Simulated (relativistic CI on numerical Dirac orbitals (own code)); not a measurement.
```
atom Fe  Z=26  charge=4  electrons=22
nucleus A=56  rms_radius_fm=3.7377
hamiltonian dirac-coulomb  breit=on  qed=on  c_scale=1
orbitals kli  potential=per-configuration
slater_scale 0.7
correlation none
mixing on
configurations
  [Ar] 3d4
  [Ne] 3s2 3p5 3d5
end
absorption M2,3 T=300 lorentz=0.8 gauss=0.3
crystal_field Td 10Dq=-3600
```

Multiplet model: relativistic Dirac–Coulomb–Breit theory, one configuration a step, Slater integrals scaled by 0.7, 300 K, Voigt broadening (Lorentzian 0.8 eV, Gaussian 0.3 eV full widths), computed with a radial Dirac CI code. Dichroism is for the ground state at zero temperature, magnetised by an exchange field of 10 meV on Sz.

The M₂,₃ X-ray absorption spectrum that results, with the strongest transitions as sticks:

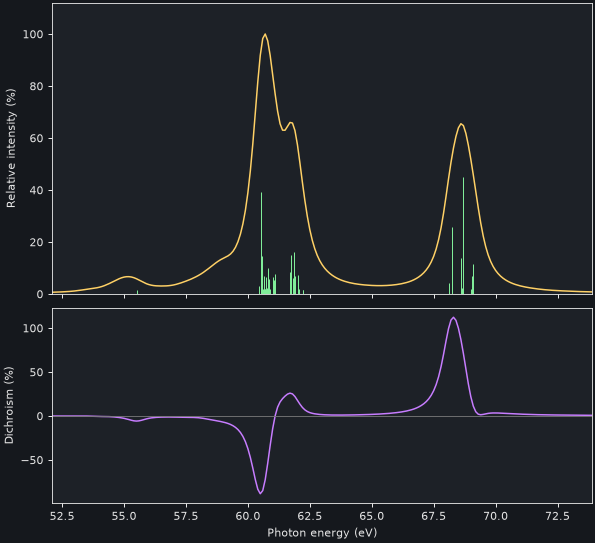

The main maxima lie at 60.7 eV (100), 61.7 eV (66) and 68.6 eV (65), heights in % of the largest; the centroid is at 63.3 eV. The ground state has S = 2.00. The circular dichroism (Δm = −1 less Δm = +1) is largest at 68.3 eV, 112 % of the isotropic maximum. The magnetised ground state has ⟨Lz⟩ = 0.81 and ⟨Sz⟩ = −1.42.

Limits of the model: free-ion energies, so absolute edge positions are off by a few eV from solids; core and valence shell share one n, so the strongest features autoionise and are far broader and can lie several eV off in experiment.
